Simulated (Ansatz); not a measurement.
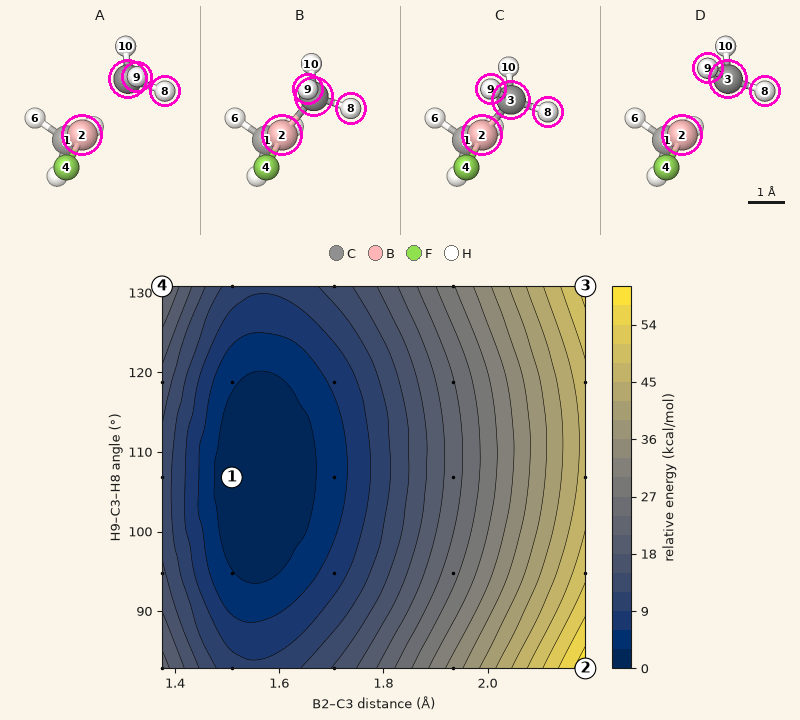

Energy scan for C$_{2}$H$_{6}$BF, in which one B–C bond length and one H–C–H angle are varied on a grid, with the rest of the molecule carried along rigidly. The map is interpolated between the computed points (dots). The frames are shuffled; each belongs to one numbered point. A ball-and-stick model, seen from a free direction. The ringed atoms are those of the scanned coordinates.

Level of theory: PBE0-D4 (def2-TZVPP, Ansatz), on geometries moved rigidly from the minimum at PBE0-D4/def2-TZVP. Energies are counted from the PBE0-D4/def2-TZVP minimum geometry at the same level.

### Which frame belongs to which numbered point?

Point 1 is frame B, at (1.509, 106.8) and 0.9 kcal/mol; 2 is frame A, at (2.188, 82.8) and 59.2 kcal/mol; 3 is frame D, at (2.188, 130.8) and 52.3 kcal/mol; 4 is frame C, at (1.375, 130.8) and 24.8 kcal/mol. In pairs of (B2–C3 distance (Å); H9–C3–H8 angle (°)): the lowest computed point lies at (1.509, 106.8) (0.9 kcal/mol), the highest at (2.188, 82.8) (59.2 kcal/mol).  Over the ranges scanned the energy rises more along the first axis, one B–C bond length.
